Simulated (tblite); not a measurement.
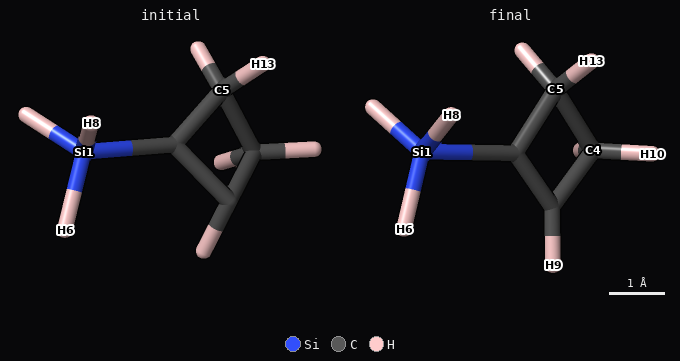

The structure of C$_{4}$H$_{8}$Si (charge +1, multiplicity 2) before (left) and after (right) a relaxation, at one scale.

Style: stick. Shown at a tilt.

Level of theory: tblite 0.8.0, GFN2-xTB geometry optimisation, gas phase. 

Describe what moved and what it gained.

Answer. The largest move after the best rigid fit is that of a C atom, 0.48 Å. By element the largest moves are C 0.48 Å, H 0.43 Å, Si 0.08 Å. Among the contacts that change: C–C 1.486 → 1.328 Å, C–Si 1.850 → 1.964 Å, C–H 1.138 → 1.087 Å, C–H 1.104 → 1.071 Å. Among the angles between lasting bonds that change: C–C–H 111.5° → 138.2°, C–C–H 109.5° → 132.8°, Si–C–C 140.6° → 127.3°. Over 60 geometry steps the energy falls by 40.1 kcal/mol. Cost: 0.28 s on 1 thread of Arm Neoverse V1, on a shared host.
